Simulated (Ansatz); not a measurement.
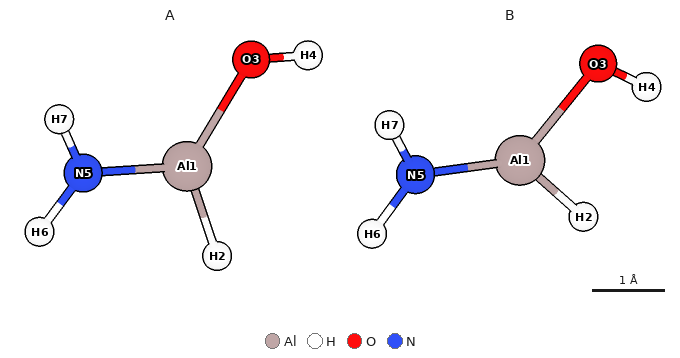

Two geometries of AlNH4O, drawn at one scale. One is the start of a relaxation, the other its converged end. A ball-and-stick model, seen at a tilt.

Computed with Ansatz 0.2.0, RKS PBE/6-31G*. Set-up: no spin polarisation; force threshold 0.03 eV/Å; at most 50 steps.

Which geometry has the lower energy?

Answer. Structure A is the relaxed one. The run prepares an end point of a later path (reaction) calculation, from a guessed geometry. H2 moves most after the best rigid fit: 0.66 Å. Largest moves by element: H 0.66 Å, O 0.18 Å, Al 0.17 Å, N 0.14 Å. Near-neighbour distances that change, for instance: Al1–H2 1.550 → 1.599 Å, Al1–O3 1.743 → 1.731 Å, Al1–N5 1.777 → 1.784 Å. Among the angles between lasting bonds that change: H2–Al1–O3 87.2° → 123.0°, H2–Al1–N5 140.8° → 120.3°, O3–Al1–N5 131.9° → 116.7°. After 7 geometry steps the energy has fallen by 63.4 kJ/mol. The largest force component goes from 1.4 to 0.02 eV/Å.
